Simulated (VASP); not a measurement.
Band structure of ZnSnP2 (space group P-4m2). Computed with r2SCAN meta-GGA, VASP's PBE PAW potentials (set 64) (plane waves; VASP).

Unless said otherwise, spin-orbit coupling is left out, though it shifts the bands of the heavy elements here.

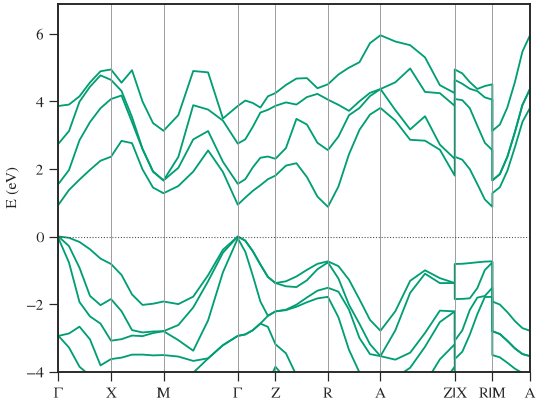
Figure: Bands along high-symmetry lines, zero at the valence-band maximum or, without a gap, the Fermi level

### Question
Read the plot: is there a gap, and where are the band edges?

### Answer
The gap is indirect, 0.88 eV, from the valence maximum at Γ to the conduction minimum at R.

The structure comes from a computed database's ZnSnP2 entry (P-4m2); how it stands against other phases isn't given here. It was relaxed first.
